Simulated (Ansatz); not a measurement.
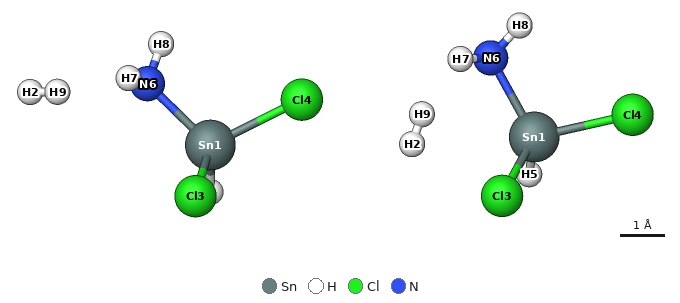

Two geometries of SnNH₅Cl₂, drawn at one scale. One is the start of a relaxation, the other its converged end. A ball-and-stick model, seen at a tilt.

Theory: RKS CAM-B3LYP-D4/def2-SVP (Ansatz 0.2.0). Settings: no spin polarisation; force threshold 0.03 eV/Å; at most 50 steps.

Which one is relaxed?

The left one is the relaxed one. The run prepares an end point of a later path (reaction) calculation, from a guessed geometry. Over 37 accepted moves (42 points after the start) the energy falls by 0.129 eV. Largest force component: 1.8 eV/Å at the start, 0.01 eV/Å at the end. The line search rejected the trial steps at points 4, 11, 14, 39, 41 of the run. The forces were under the threshold at step 6, but the run went on from there. H2 moves most after the best rigid fit: 1.73 Å. By element the largest moves are H 1.73 Å, Cl 0.91 Å, N 0.61 Å, Sn 0.49 Å. Among the contacts that change: Sn1–N6 2.073 → 2.016 Å, H2–H9 0.722 → 0.766 Å, Sn1–Cl3 2.345 → 2.338 Å. Bond angles that change, for instance: Sn1–N6–H8 109.4° → 114.1°, Cl4–Sn1–N6 105.5° → 109.3°, Cl3–Sn1–N6 108.7° → 105.1°. Groups turn about Sn1–N6 by about 20°. Cost: 82 s on 4 threads of Arm Neoverse V1 (shared host), peak memory 0.29 GiB.

Limits of the set-up: the start holds two separate molecules, 2.3 Å apart at their closest, whose relative position is a soft coordinate.
